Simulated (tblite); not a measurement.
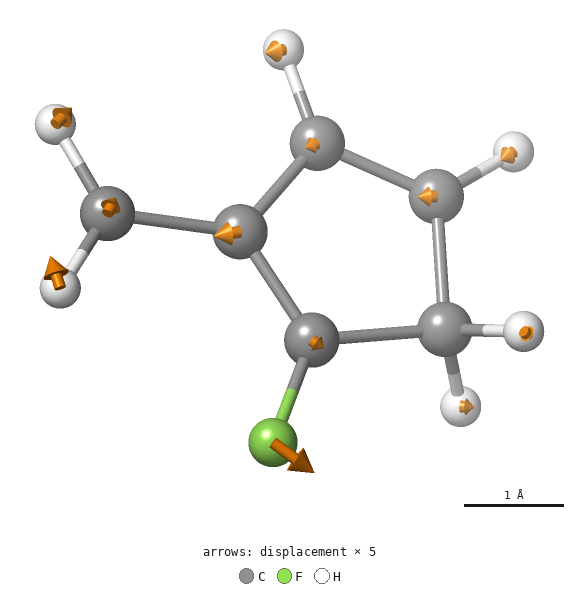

This is a relaxation of C6H6F (multiplicity 2). The starting structure is drawn; orange arrows show the displacements, 5 times their true length. The two geometries are superimposed by the best rigid fit.

Style: ball-and-stick. Shown at a tilt.

All numbers below come from tblite 0.8.0, GFN2-xTB geometry optimisation, gas phase. 

> Which element moves most?

Fluorine: up to 0.11 Å, against 0.07 Å for hydrogen.

> What happened in the run?

Over 23 geometry steps the energy falls by 4.40 kcal/mol. The largest move after the best rigid fit is that of the F atom, 0.11 Å. Largest moves by element: F 0.11 Å, H 0.07 Å, C 0.06 Å. Some distances before and after: C–C 1.443 → 1.370 Å, C–C 1.344 → 1.393 Å, C–C 1.506 → 1.485 Å, C–C 1.446 → 1.466 Å. Among the angles between lasting bonds that change: C–C–C 123.7° → 128.6°, C–C–C 108.4° → 104.9°, H–C–H 109.8° → 106.7°.
